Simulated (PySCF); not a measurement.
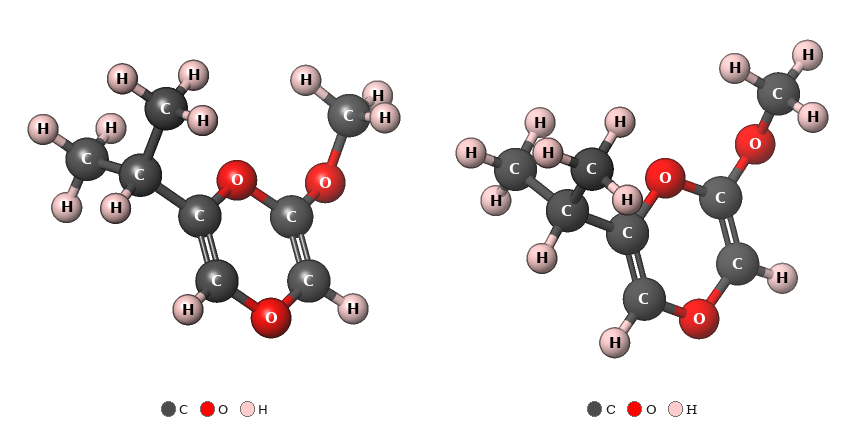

The same structure drawn twice, from different directions.

Computed geometry: PBE0-D3(BJ)/def2-SVP optimisation. No frequency run is at hand to confirm it as a minimum.

What is the molecular formula?

C₈H₁₂O₃, 23 atoms: 8 carbon, 12 hydrogen and 3 oxygen.

Name some functional groups or characteristic bonds that it holds.

Among them: ether, alkene.

The parts below concern this one geometry. Atoms keep their numbers from picture to picture.

## Shape

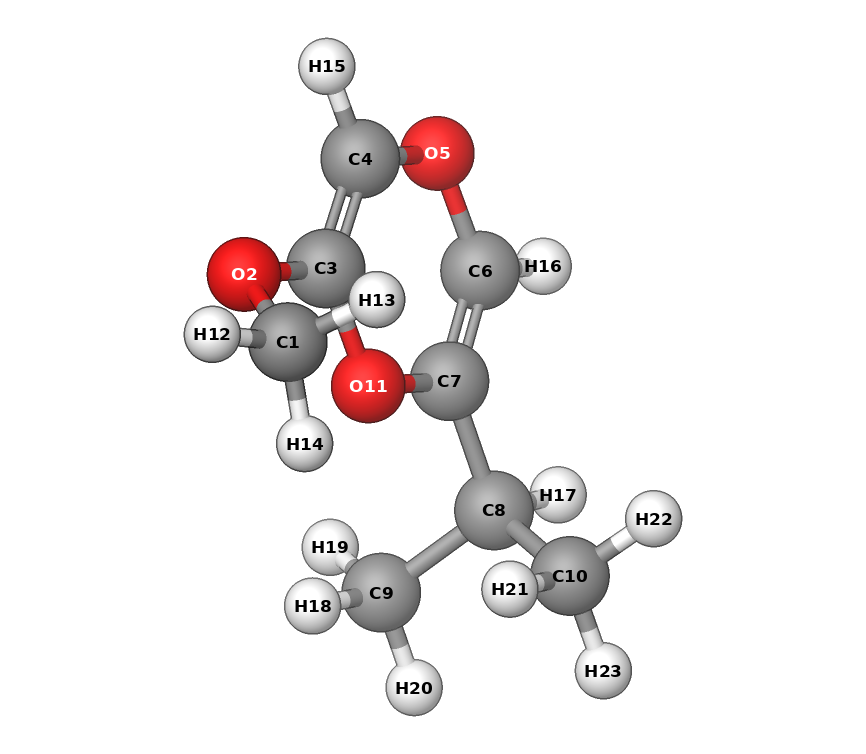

Numbered structure. No frequency run is at hand to confirm it as a minimum.

Give the bond lengths. Leave out bonds to hydrogen.

```
  bond  length (Å)   order
 C1–O2       1.415  single
 O2–C3       1.333  single
 C3–C4       1.336  double
C3–O11       1.371  single
 C4–O5       1.377  single
 O5–C6       1.365  single
 C6–C7       1.336  double
 C7–C8       1.495  single
C7–O11       1.387  single
 C8–C9       1.530  single
C8–C10       1.530  single
```

## Excitation

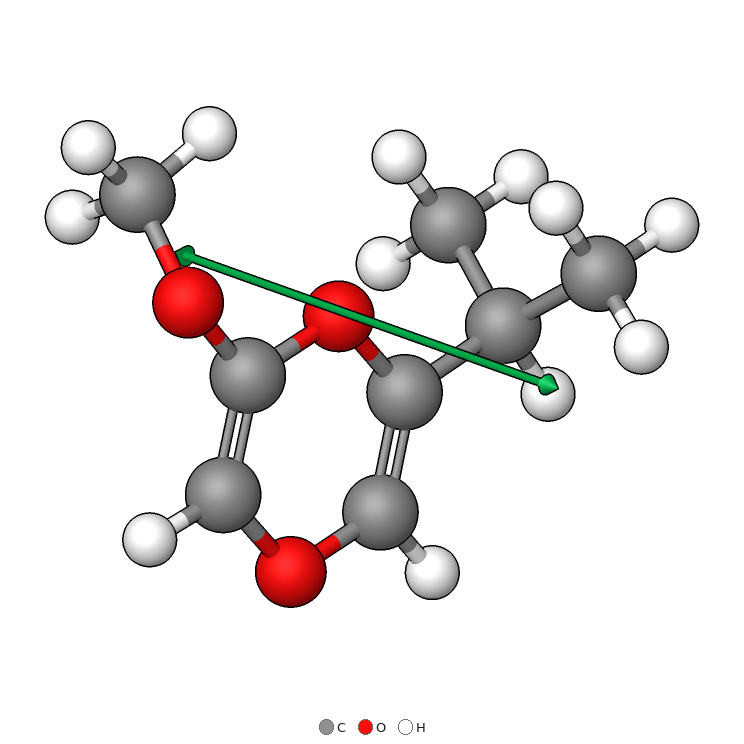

The double arrow shows the direction of the transition dipole to excited singlet state 2 (its length means nothing). No frequency run is at hand to confirm it as a minimum. Method: TDDFT ωB97X-D/def2-SVPD, vertical, gas phase, core orbitals frozen in the response (PySCF 2.14.0).

Where does the transition lie, and how strong is it?

5.18 eV (239 nm), oscillator strength 0.025, mainly HOMO → LUMO+1 (weight 0.68); transition dipole 1.13 D.

## Charges

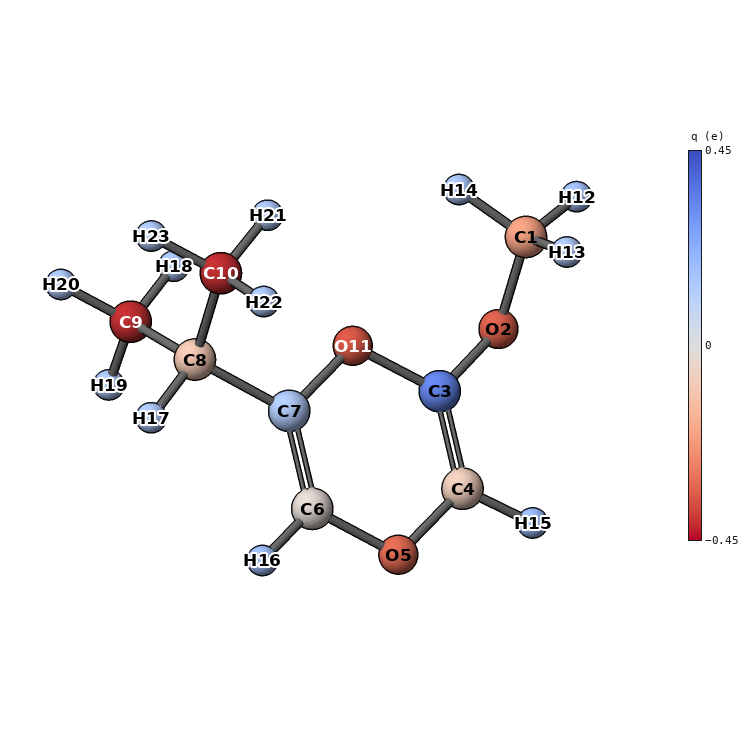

Atoms are coloured by their IAO charges. No frequency run is at hand to confirm it as a minimum. Level of theory: PBE0/pcSseg-1, gas phase (PySCF 2.14.0).

List the IAO charges.

| atom | value (e) |
| --- | --- |
| C1 | −0.20 |
| O2 | −0.33 |
| C3 | 0.33 |
| C4 | −0.08 |
| O5 | −0.31 |
| C6 | −0.02 |
| C7 | 0.13 |
| C8 | −0.10 |
| C9 | −0.41 |
| C10 | −0.41 |
| O11 | −0.35 |
| H12 | 0.16 |
| H13 | 0.13 |
| H14 | 0.14 |
| H15 | 0.18 |
| H16 | 0.17 |
| H17 | 0.14 |
| H18 | 0.14 |
| H19 | 0.14 |
| H20 | 0.14 |
| H21 | 0.14 |
| H22 | 0.14 |
| H23 | 0.14 |

## Ring current

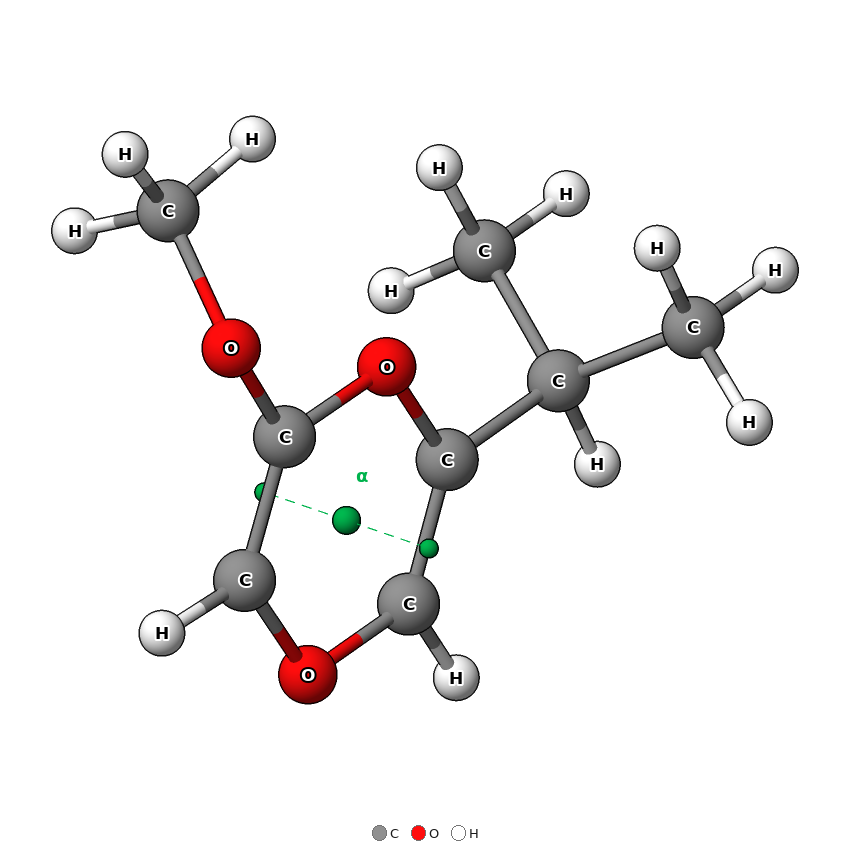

The small points mark where nucleus-independent chemical shifts (NICS) were computed: at the centre of each lettered ring and 1 Å above and below it. No frequency run is at hand to confirm it as a minimum. Properties computed with GIAO mPW1PW91/pcSseg-1 NMR shielding, non-relativistic, gas phase (PySCF 2.14.0).

Give NICS(0), NICS(1) and the out-of-plane component NICS(1)zz for each ring (means of the two sides).

| ring | members | NICS(0) | NICS(1) | NICS(1)zz |
| --- | --- | --- | --- | --- |
| α | C4O2 | 6.5 | 4.3 | 19.1 |

Values in ppm.

What do the values say about the ring currents?

Ring α: paratropic, as in an antiaromatic ring. NICS is one index among several.
